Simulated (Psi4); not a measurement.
# [NH2]− (SMILES [NH2-]) at PBE/aug-cc-pVDZ (density fitting with cc-pvdz-jkfit, sweep point 2)

What is the vertical ionisation energy of [NH2]− at PBE/aug-cc-pVDZ (density fitting with cc-pvdz-jkfit, sweep point 2)? Input form: a Python script.

Program for the calculation: Psi4 1.11.

## Step 1: The structure to begin with

[NH2]−: 3 atoms, total charge -1, spin state singlet. As SMILES, `[NH2-]`. The shape is that of a PBE0-D4/def2-TZVPD optimisation.

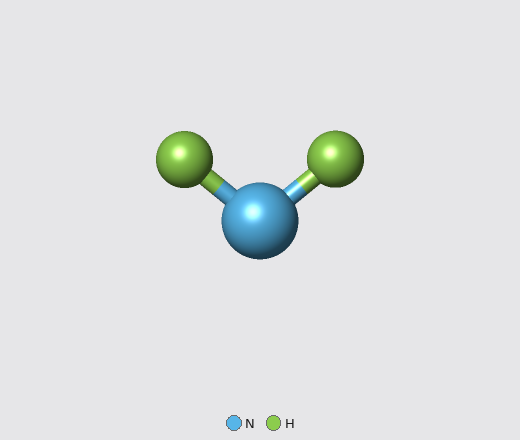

Viewed from a chosen angle; nitrogen blue, hydrogen green.

## Step 2: The energy at PBE/aug-cc-pVDZ (density fitting with cc-pvdz-jkfit, sweep point 2)

Contents of run.py:

```python
import psi4

psi4.set_memory(1600000000)
psi4.set_num_threads(1)
psi4.core.set_output_file('run.log', False)

mol = psi4.geometry("""
-1 1
N      0.64666428    -0.38361440     0.31879680
H      0.23716063     1.51404857     0.29479728
H     -0.88382491    -1.13043417    -0.61359407
units au
symmetry c1
""")

psi4.set_options({
    'basis': 'aug-cc-pVDZ',
    'puream': True,
    'scf_type': 'df',
    'dft_radial_points': 99,
    'dft_spherical_points': 590,
    'df_basis_scf': 'cc-pvdz-jkfit',
})

e = psi4.energy("pbe")
print(f'pbe energy: {e:.10f} Eh')
for k, v in sorted(psi4.core.scalar_variables().items()):
    print(f'{k:45s} {v:18.10f}')
```

Command:

```sh
python run.py
```

run.log:

```text
[...]
  Running in c1 symmetry.
[...]
  Nuclear repulsion =    7.542852420928845
[...]
  Multiplicity = 1
[...]
  Nalpha       = 5
  Nbeta        = 5
[...]
    Number of basis functions: 41
[...]
   @DF-RKS iter   1:   -55.26410351970656    1.36000e-01   2.60845e-02 ADIIS/DIIS
[...]
   @DF-RKS iter   8:   -55.84658259410789   -4.17759e-07   3.24150e-07 DIIS
[...]
    Orbital Energies [Eh]
    ---------------------
    Doubly Occupied:
       1A    -13.683036     2A     -0.433320     3A     -0.105968
       4A      0.028610     5A      0.095822
[...]
  @DF-RKS Final Energy:   -55.84658259410789
   => Energetics <=
    Nuclear Repulsion Energy =              7.5428524209288454
    One-Electron Energy =                 -93.0781795462955301
    Two-Electron Energy =                  37.3889904944826981
    DFT Exchange-Correlation Energy =      -7.7002459632239031
    Empirical Dispersion Energy =           0.0000000000000000
    VV10 Nonlocal Energy =                  0.0000000000000000
    Total Energy =                        -55.8465825941078862
[...]
 Multipole Moments:
 ------------------------------------------------------------------------------------
     Multipole            Electronic (a.u.)      Nuclear  (a.u.)        Total (a.u.)
 ------------------------------------------------------------------------------------
 L = 1.  Multiply by 2.5417464519 to convert [e a0] to [Debye]
 Dipole X            :          0.4606554           -0.9370214           -0.4763661
 Dipole Y            :         -0.2464784            0.5013879            0.2549095
 Dipole Z            :          0.0000000           -0.0000000            0.0000000
 Magnitude           :                                                    0.5402809
[...]
```

The script printed:

```text
pbe energy: -55.8465825941 Eh
CURRENT ENERGY                                    -55.8465825941
CURRENT REFERENCE ENERGY                          -55.8465825941
DD SOLVATION ENERGY                                 0.0000000000
DFT FUNCTIONAL TOTAL ENERGY                       -55.8465825941
DFT TOTAL ENERGY                                  -55.8465825941
DFT VV10 ENERGY                                     0.0000000000
DFT XC ENERGY                                      -7.7002459632
GRID ELECTRONS ALPHA                                5.0000001880
GRID ELECTRONS BETA                                 5.0000001880
GRID ELECTRONS TOTAL                               10.0000003759
NUCLEAR REPULSION ENERGY                            7.5428524209
ONE-ELECTRON ENERGY                               -93.0781795463
PCM POLARIZATION ENERGY                             0.0000000000
PE ENERGY                                           0.0000000000
SCF ITERATION ENERGY                              -55.8465825941
SCF ITERATIONS                                      8.0000000000
SCF TOTAL ENERGY                                  -55.8465825941
TWO-ELECTRON ENERGY                                37.3889904945
XC GRID RADIAL POINTS                              99.0000000000
XC GRID SPHERICAL POINTS                          590.0000000000
XC GRID TOTAL POINTS                           171448.0000000000
```

Wall time 3.9 s (1 thread of Intel Xeon Platinum 8488C (Sapphire Rapids), shared host); peak memory 0.44 GiB.

## Step 3: Doublet neutral NH2, same level

Contents of h2n.py:

```python
import psi4

psi4.set_memory('1600 MB')
psi4.set_num_threads(1)
psi4.set_output_file('output.dat', False)

molecule = psi4.geometry("""
0 2
N      0.64666428    -0.38361440     0.31879680
H      0.23716063     1.51404857     0.29479728
H     -0.88382491    -1.13043417    -0.61359407
units bohr
symmetry c1
""")

psi4.set_options({
    'basis': 'aug-cc-pVDZ',
    'reference': 'uks',
    'puream': True,
    'scf_type': 'df',
    'dft_radial_points': 99,
    'dft_spherical_points': 590,
    'df_basis_scf': 'cc-pvdz-jkfit',
    'maxiter': 150,
})

E, wfn = psi4.energy("pbe", return_wfn=True)
print('E =', round(E, 9))
```

Command:

```sh
python h2n.py
```

output.dat:

```text
[...]
  Running in c1 symmetry.
[...]
  Nuclear repulsion =    7.542852420928845
[...]
  Multiplicity = 2
[...]
  Nalpha       = 5
  Nbeta        = 4
[...]
    Number of basis functions: 41
[...]
   @DF-UKS iter   1:   -55.65853189127104   -2.58428e-01   1.38860e-02 ADIIS/DIIS
[...]
   @DF-UKS iter   7:   -55.81623081732275   -6.46140e-08   8.00240e-07 DIIS
[...]
   @S^2 Observed:                7.527056565E-01
[...]
    Orbital Energies [Eh]
    ---------------------
    Alpha Occupied:
       1A    -14.037729     2A     -0.784529     3A     -0.425838
       4A     -0.288598     5A     -0.274768
    Alpha Virtual:
       6A     -0.028265     7A      0.019803     8A      0.075159
       9A      0.079768    10A      0.105894    11A      0.132281
      12A      0.137770    13A      0.180792    14A      0.240957
      15A      0.241296    16A      0.270993    17A      0.406547
      18A      0.444995    19A      0.479937    20A      0.496435
      21A      0.544799    22A      0.601659    23A      0.670093
      24A      0.671002    25A      0.831726    26A      0.907008
[...]
  @DF-UKS Final Energy:   -55.81623081732275
   => Energetics <=
    Nuclear Repulsion Energy =              7.5428524209288454
    One-Electron Energy =                 -90.0969517932901738
    Two-Electron Energy =                  34.2443612156386195
    DFT Exchange-Correlation Energy =      -7.5064926606000455
    Empirical Dispersion Energy =           0.0000000000000000
    VV10 Nonlocal Energy =                  0.0000000000000000
    Total Energy =                        -55.8162308173227473
[...]
 Multipole Moments:
 ------------------------------------------------------------------------------------
     Multipole            Electronic (a.u.)      Nuclear  (a.u.)        Total (a.u.)
 ------------------------------------------------------------------------------------
 L = 1.  Multiply by 2.5417464519 to convert [e a0] to [Debye]
 Dipole X            :          0.3335409           -0.9370214           -0.6034806
 Dipole Y            :         -0.1784662            0.5013879            0.3229217
 Dipole Z            :         -0.0000000           -0.0000000           -0.0000000
 Magnitude           :                                                    0.6844466
[...]
```

On the terminal:

```text
E = -55.816230817
```

Wall time 4.5 s (1 thread of Intel Xeon Platinum 8488C (Sapphire Rapids), shared host); peak memory 0.43 GiB.

## Step 4: Summary of results

At PBE/aug-cc-pVDZ (density fitting with cc-pvdz-jkfit, sweep point 2):

```
                                                             quantity         value
                                         singlet [NH2]−: total energy  -55.84658 Eh
                                          singlet [NH2]−: HOMO energy       2.61 eV
                                          singlet [NH2]−: LUMO energy       3.51 eV
singlet [NH2]−: HOMO–LUMO gap (to an unbound level, set by the basis)       0.90 eV
                                    doublet neutral NH2: total energy  -55.81623 Eh
                                   doublet neutral NH2: dipole moment        1.74 D
              doublet neutral NH2: HOMO energy (highest over α and β)      -7.26 eV
               doublet neutral NH2: LUMO energy (lowest over α and β)      -4.56 eV
                                            doublet neutral NH2: ⟨S²⟩         0.753
                  vertical detachment energy (to the doublet neutral)      0.826 eV
```

**Reading.** Removing an electron at fixed nuclei costs 0.83 eV (19.0 kcal/mol). The negative HOMO energy of the first species, -2.61 eV, lies 3.43 eV below that difference. The HOMO (singlet [NH2]−) lies at positive energy, 2.61 eV, as semi-local functionals often give for anions; only total energies tell whether the electron is bound.
